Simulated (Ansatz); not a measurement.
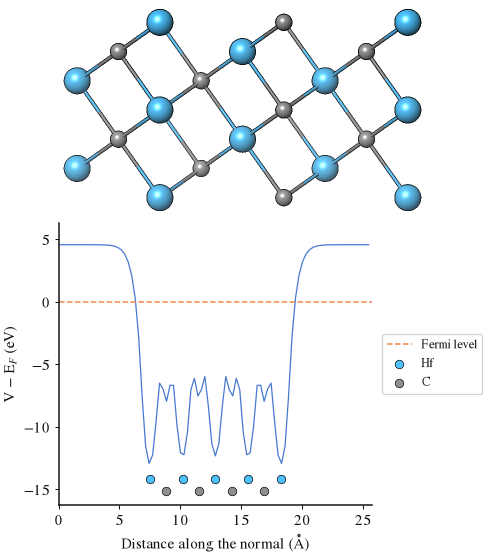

Plane-averaged electrostatic potential energy of an electron across the slab; circles at the bottom mark the heights of the atoms. The structure is drawn too.

System: a (111) slab cut from HfC (Fm-3m), unrelaxed, of composition Hf5C4 (not the bulk's), ended by Hf planes, 9 atoms in the cell.

```yaml
crystal:
  lattice:
    - [3.28910, 0.00000, 0.00000]
    - [-1.64455, 2.84845, 0.00000]
    - [0.00000, 0.00000, 25.74216]
  atoms:
    - { symbol: Hf, position: [0.33333, 0.66667, 0.29135] }
    - { symbol: C, position: [0.66667, 0.33333, 0.34351] }
    - { symbol: Hf, position: [0.00000, 0.00000, 0.39568] }
    - { symbol: C, position: [0.33333, 0.66667, 0.44784] }
    - { symbol: Hf, position: [0.66667, 0.33333, 0.50000] }
    - { symbol: C, position: [0.00000, 0.00000, 0.55216] }
    - { symbol: Hf, position: [0.33333, 0.66667, 0.60432] }
    - { symbol: C, position: [0.66667, 0.33333, 0.65649] }
    - { symbol: Hf, position: [0.00000, 0.00000, 0.70865] }
```

Computed with Ansatz 0.2.0: DFT PBE, scalar-relativistic, plane waves, PAW, no spin polarisation, 12×12×1 k mesh, 420 eV cutoff, Gaussian smearing of 0.1 eV.

Question: What is the work function?

Answer: The work function is 4.57 eV, the same on both faces. The two vacuum levels agree, so the slab has no net dipole along its normal.

Question: How thick are slab and vacuum?

Answer: The outermost atoms are 10.7 Å apart, which leaves 15.0 Å of vacuum in a cell 25.7 Å high.

The atoms aren't at rest in this cell (largest force 1.6 eV/Å), so the relaxed material can differ. Spin-orbit coupling is left out, which matters for Hf.
